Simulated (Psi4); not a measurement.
# C2H5AlO (SMILES [CH3][Al]1[CH2][O]1) at 4 levels

Wanted: a comparison of 4 runs (HF/6-31G*, SVWN5/6-31G*, MP2/6-31G*, CCSD/6-31G*) of C2H5AlO. 

The calculation is run with Psi4 1.11.

## (1) The molecule

C2H5AlO has 9 atoms, charge 0, and is taken as a singlet. SMILES: `[CH3][Al]1[CH2][O]1`. The C1–H6 distance was set to 1.637 Å, away from the relaxed value. At this shape a bond of the SMILES string is far longer than usual.

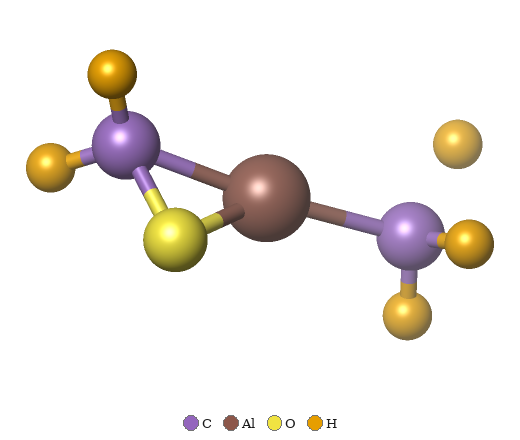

The structure, seen from a chosen angle (carbon purple, aluminium brown, oxygen yellow, hydrogen amber).

## (2) Energy and gradient at HF/6-31G(d) (spherical functions) (run 1)

Input file c2h5alo.py:

```python
import psi4

psi4.set_memory(2200000000)
psi4.set_num_threads(1)
psi4.core.set_output_file('run.log', False)

mol = psi4.geometry("""
0 1
C     -1.05115827     1.63895380    -2.57664535
Al     0.31360194    -1.00080462    -0.44938065
C      1.49921611    -3.27509002     2.01690091
O      1.70821982    -3.89737683    -0.71791073
H      0.29168112     2.12045602    -4.07066282
H     -1.70113146     4.20653035    -0.97793327
H     -2.79027322     0.99002185    -3.48484773
H      0.28941345    -4.59846522     3.03432946
H      3.34075422    -3.11862069     2.93058349
units bohr
symmetry c1
""")

options = {'basis': '6-31G*', 'puream': True, 'e_convergence': 1e-09, 'd_convergence': 1e-08, 'scf_type': 'pk'}
psi4.set_options(options)

energy_value, wavefunction = psi4.gradient('hf', return_wfn=True)
psi4.oeprop(wavefunction, 'DIPOLE', 'WIBERG_LOWDIN_INDICES', 'MULLIKEN_CHARGES')
print('gradient / Eh bohr^-1')
print(energy_value.np.round(6))
print(f'energy = {wavefunction.energy():.10f} Eh')
for k, v in sorted(psi4.core.scalar_variables().items()):
    print(f'{k:45s} {v:18.10f}')
```

Launch:

```console
$ python c2h5alo.py
```

run.log:

```text
[...]
  Running in c1 symmetry.
[...]
  Nuclear repulsion =  143.873077733336231
[...]
  Multiplicity = 1
[...]
  Nalpha       = 19
  Nbeta        = 19
[...]
    Number of basis functions: 70
[...]
   @RHF iter   1:  -395.10752179981790   -1.12979e+00   8.00475e-03 DIIS/ADIIS
[...]
   @RHF iter  13:  -395.28922284571399   -1.76215e-12   3.20597e-09 DIIS
[...]
    Orbital Energies [Eh]
    ---------------------
    Doubly Occupied:
       1A    -58.462060     2A    -20.510196     3A    -11.274352
       4A    -11.237107     5A     -4.891737     6A     -3.206856
       7A     -3.204977     8A     -3.203796     9A     -1.274183
      10A     -0.923938    11A     -0.842783    12A     -0.587846
      13A     -0.586176    14A     -0.581398    15A     -0.522829
      16A     -0.492231    17A     -0.435625    18A     -0.412164
      19A     -0.333637
[...]
  @RHF Final Energy:  -395.28922284571399
   => Energetics <=
    Nuclear Repulsion Energy =            143.8730777333362312
    One-Electron Energy =                -832.3568188339994549
    Two-Electron Energy =                 293.1945182549492301
    Total Energy =                       -395.2892228457139936
[...]
  -Total Gradient:
     Atom            X                  Y                   Z
    ------   -----------------  -----------------  -----------------
       1        0.017071635674    -0.061684711343    -0.032534265573
       2       -0.003161419172     0.002637897946    -0.006049385829
       3       -0.001252486746     0.002811877715    -0.002324445848
       4        0.002360161409    -0.005404350252    -0.007435354670
       5        0.006300198323    -0.009239842297    -0.007588403027
       6       -0.021020222639     0.083942128014     0.053813981245
       7       -0.001067757731    -0.012082210477    -0.006067195923
       8       -0.005359098123    -0.003231669074     0.004288828612
       9        0.006128989005     0.002250879769     0.003896241013
[...]
 Multipole Moments:
 ------------------------------------------------------------------------------------
     Multipole            Electronic (a.u.)      Nuclear  (a.u.)        Total (a.u.)
 ------------------------------------------------------------------------------------
 L = 1.  Multiply by 2.5417464519 to convert [e a0] to [Debye]
 Dipole X            :          0.9723753           -1.5548945           -0.5825192
 Dipole Y            :         -2.2030228            3.3085794            1.1055566
 Dipole Z            :          0.0410228           -0.1449940           -0.1039711
 Magnitude           :                                                    1.2539513
[...]
```

The script printed:

```text
gradient / Eh bohr^-1
[[ 0.017072 -0.061685 -0.032534]
 [-0.003161  0.002638 -0.006049]
 [-0.001252  0.002812 -0.002324]
 [ 0.00236  -0.005404 -0.007435]
 [ 0.0063   -0.00924  -0.007588]
 [-0.02102   0.083942  0.053814]
 [-0.001068 -0.012082 -0.006067]
 [-0.005359 -0.003232  0.004289]
 [ 0.006129  0.002251  0.003896]]
energy = -395.2892228457 Eh
CURRENT ENERGY                                   -395.2892228457
CURRENT REFERENCE ENERGY                         -395.2892228457
DD SOLVATION ENERGY                                 0.0000000000
HF KINETIC ENERGY                                 394.9942738673
HF POTENTIAL ENERGY                              -790.2834967130
HF TOTAL ENERGY                                  -395.2892228457
HF VIRIAL RATIO                                     2.0007467171
NUCLEAR REPULSION ENERGY                          143.8730777333
ONE-ELECTRON ENERGY                              -832.3568188340
PCM POLARIZATION ENERGY                             0.0000000000
PE ENERGY                                           0.0000000000
SCF ITERATION ENERGY                             -395.2892228457
SCF ITERATIONS                                     13.0000000000
SCF TOTAL ENERGY                                 -395.2892228457
TWO-ELECTRON ENERGY                               293.1945182549
```

Run time: 9.6 s. Hardware: 1 thread of AMD EPYC 7R43 (Zen 3), shared host; peak memory 0.22 GiB.

## (3) A single-point energy at SVWN5/6-31G(d) (spherical functions) (run 2)

Input file c2h5alo.py:

```python
import psi4

psi4.set_memory(2200000000)
psi4.set_num_threads(1)
psi4.set_output_file('psi4.out', False)

mol = psi4.geometry("""
0 1
C     -0.556249     0.867297    -1.363502
Al     0.165951    -0.529603    -0.237802
C      0.793351    -1.733103     1.067298
O      0.903951    -2.062403    -0.379902
H      0.154351     1.122097    -2.154102
H     -0.900200     2.226000    -0.517500
H     -1.476549     0.523897    -1.844102
H      0.153151    -2.433403     1.605698
H      1.767851    -1.650303     1.550798
units angstrom
symmetry c1
""")

psi4.set_options({
    'basis': '6-31G*',
    'puream': True,
    'e_convergence': 1e-09,
    'd_convergence': 1e-08,
    'scf_type': 'pk',
    'dft_radial_points': 99,
    'dft_spherical_points': 590,
})

energy_value, wavefunction = psi4.energy('scf', dft_functional={"name": "SVWN5", "x_functionals": {"LDA_X": {}}, "c_functionals": {"LDA_C_VWN": {}}}, molecule=mol, return_wfn=True)
psi4.oeprop(wavefunction, 'DIPOLE', 'MULLIKEN_CHARGES', 'QUADRUPOLE')
print('E =', round(energy_value, 9))
```

Launch:

```console
$ python c2h5alo.py
```

psi4.out:

```text
[...]
  Running in c1 symmetry.
[...]
  Nuclear repulsion =  143.873077679218937
[...]
  Multiplicity = 1
[...]
  Nalpha       = 19
  Nbeta        = 19
[...]
    Number of basis functions: 70
[...]
   @RKS iter   1:  -393.68143578749846    6.70032e-02   1.65641e-02 ADIIS/DIIS
[...]
   @RKS iter  13:  -394.41373182339339   -1.58025e-11   6.42852e-09 DIIS
[...]
  @RKS Final Energy:  -394.41373182339339
   => Energetics <=
    Nuclear Repulsion Energy =            143.8730776792189374
    One-Electron Energy =                -832.5804392719702491
    Two-Electron Energy =                 331.7814335863319002
    DFT Exchange-Correlation Energy =     -37.4878038169739298
    Empirical Dispersion Energy =           0.0000000000000000
    VV10 Nonlocal Energy =                  0.0000000000000000
    Total Energy =                       -394.4137318233933911
[...]
 Multipole Moments:
 ------------------------------------------------------------------------------------
     Multipole            Electronic (a.u.)      Nuclear  (a.u.)        Total (a.u.)
 ------------------------------------------------------------------------------------
 L = 1.  Multiply by 2.5417464519 to convert [e a0] to [Debye]
 Dipole X            :          1.0737882           -1.5548945           -0.4811063
 Dipole Y            :         -2.3725275            3.3085794            0.9360519
 Dipole Z            :         -0.0372918           -0.1449940           -0.1822858
 Magnitude           :                                                    1.0681219
 L = 2.  Multiply by 1.3450342976 to convert [e a0^2] to [Debye ang]
 Quadrupole XX       :        -78.2263584           56.4297887          -21.7965696
 Quadrupole XY       :         91.3577695          -89.8860460            1.4717235
[...]
  Mulliken Charges: (a.u.)
   Center  Symbol    Alpha    Beta     Spin     Total
       1     C     3.32368  3.32368  0.00000 -0.64737
       2    AL     6.26801  6.26801  0.00000  0.46397
       3     C     3.11321  3.11321  0.00000 -0.22642
       4     O     4.23444  4.23444  0.00000 -0.46888
       5     H     0.39015  0.39015  0.00000  0.21971
       6     H     0.45135  0.45135  0.00000  0.09730
       7     H     0.39081  0.39081  0.00000  0.21838
       8     H     0.41420  0.41420  0.00000  0.17160
       9     H     0.41415  0.41415  0.00000  0.17171
   Total alpha = 19.00000, Total beta = 19.00000, Total charge =  0.00000
```

The script printed:

```text
E = -394.413731823
```

Run time: 21 s. Hardware: 1 thread of AMD EPYC 7R43 (Zen 3), shared host; peak memory 0.47 GiB.

Run 3 isn't shown in full; the table further down has it.

## (4) A single-point energy at CCSD/6-31G(d) (spherical functions) (run 4)

Input file calc.dat:

```
memory 2200 MB

molecule {
  C     -1.05115827     1.63895380    -2.57664535
  Al     0.31360194    -1.00080462    -0.44938065
  C      1.49921611    -3.27509002     2.01690091
  O      1.70821982    -3.89737683    -0.71791073
  H      0.29168112     2.12045602    -4.07066282
  H     -1.70113146     4.20653035    -0.97793327
  H     -2.79027322     0.99002185    -3.48484773
  H      0.28941345    -4.59846522     3.03432946
  H      3.34075422    -3.11862069     2.93058349
  units bohr
  symmetry c1
  no_reorient
  no_com
}

set {
  basis           6-31G*
  puream          true
  e_convergence   1e-09
  d_convergence   1e-08
  scf_type        pk
  num_frozen_docc 8
}

result, w = energy('ccsd', return_wfn=True)
```

Launch:

```console
$ psi4 calc.dat calc.out -n 1
```

calc.out:

```text
[...]
  Running in c1 symmetry.
[...]
  Nuclear repulsion =  143.873077733336231
[...]
  Multiplicity = 1
[...]
  Nalpha       = 19
  Nbeta        = 19
[...]
    Number of basis functions: 70
[...]
   @RHF iter   1:  -395.10752179981898   -1.12979e+00   8.00475e-03 DIIS/ADIIS
[...]
   @RHF iter  13:  -395.28922284571468   -2.72848e-12   3.20597e-09 DIIS
[...]
    Orbital Energies [Eh]
    ---------------------
    Doubly Occupied:
       1A    -58.462060     2A    -20.510196     3A    -11.274352
       4A    -11.237107     5A     -4.891737     6A     -3.206856
       7A     -3.204977     8A     -3.203796     9A     -1.274183
      10A     -0.923938    11A     -0.842783    12A     -0.587846
      13A     -0.586176    14A     -0.581398    15A     -0.522829
      16A     -0.492231    17A     -0.435625    18A     -0.412164
      19A     -0.333637
[...]
  @RHF Final Energy:  -395.28922284571468
   => Energetics <=
    Nuclear Repulsion Energy =            143.8730777333362312
    One-Electron Energy =                -832.3568188340011602
    Two-Electron Energy =                 293.1945182549502533
    Total Energy =                       -395.2892228457146757
[...]
 Multipole Moments:
 ------------------------------------------------------------------------------------
     Multipole            Electronic (a.u.)      Nuclear  (a.u.)        Total (a.u.)
 ------------------------------------------------------------------------------------
 L = 1.  Multiply by 2.5417464519 to convert [e a0] to [Debye]
 Dipole X            :        -20.4438941           19.8613749           -0.5825192
 Dipole Y            :         55.5119263          -54.4063697            1.1055566
 Dipole Z            :         17.4082607          -17.5122318           -0.1039711
 Magnitude           :                                                    1.2539513
[...]
      * MP2 total energy                      = -395.789075799917384
[...]
      * CCSD total energy                     = -395.827572768161076
[...]
```

Run time: 26 s. Hardware: 1 thread of AMD EPYC 7R43 (Zen 3), shared host; peak memory 0.34 GiB.

## (5) All runs side by side

```tsv
run	level	task	integration grid	energy (Eh)	HOMO energy (eV)	LUMO energy (eV)	HOMO–LUMO gap (eV)	wall time
1	HF/6-31G* (spherical functions)	gradient	–	-395.289223	-9.08	2.12	11.20	9.6 s
2	SVWN5/6-31G* (spherical functions)	energy	99 radial × 590 angular	-394.413732	-4.91	-1.95	2.95	21 s
3	MP2/6-31G* (spherical functions)	energy	–	-395.789076	-9.08	2.12	11.20	8.1 s
4	CCSD/6-31G* (spherical functions)	energy	–	-395.827573	-9.08	2.12	11.20	26 s
```

## (6) Results

```
                                          quantity          value
                               run 4: total energy  -395.82757 Eh
        run 4: HOMO energy (Hartree–Fock orbitals)       -9.08 eV
        run 4: LUMO energy (Hartree–Fock orbitals)        2.12 eV
      run 4: HOMO–LUMO gap (Hartree–Fock orbitals)       11.20 eV
run 4: correlation energy (8 core orbitals frozen)     -538.3 mEh
                              run 4: T1 diagnostic          0.019
```

What this shows: Below the HF energy at the same shape and in the same basis (6-31G*): MP2 -499.9 mEh; CCSD -538.3 mEh. All runs together took 65 s, the longest 26 s.
